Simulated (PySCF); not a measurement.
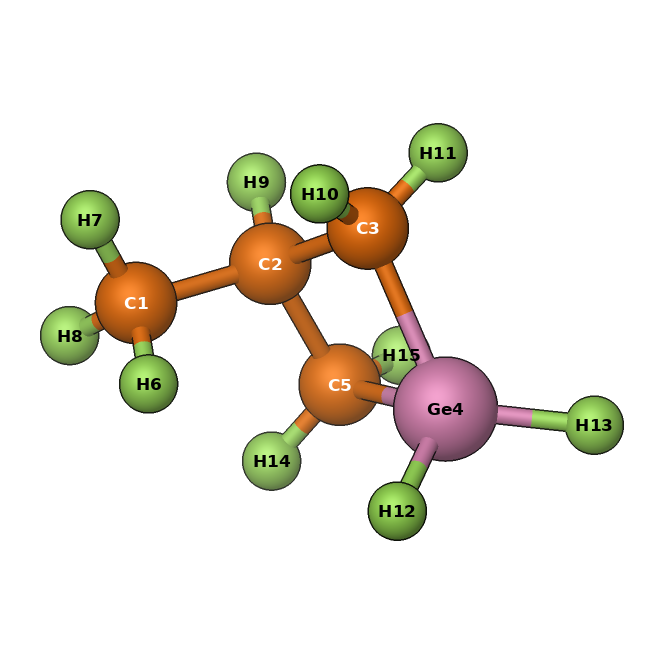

The geometry was computed by an optimisation with GFN2-xTB. No frequency run is at hand to confirm it as a minimum. Electric field gradients from the ground-state density, B3LYP/pcJ-1 (pcSseg-1 on Ge) (PySCF 2.14.0), non-relativistic apart from any core potentials.

Give the largest field-gradient component, the quadrupole coupling constant and the asymmetry for 73Ge at Ge4 (Q = −196 mb), 2H at H6 (Q = 2.86 mb), 2H at H7 (Q = 2.86 mb).

```
atom  V_zz (a.u.)  e²qQ/h (MHz)     η
 Ge4        0.627         −28.9  0.46
  H6        0.298         0.200  0.04
  H7        0.303         0.204  0.02
```

The geometry is semi-empirical. Around Ge such bond lengths and angles can be off by a tenth of an ångström or more and by several degrees, and values that hang on the shape move with them.
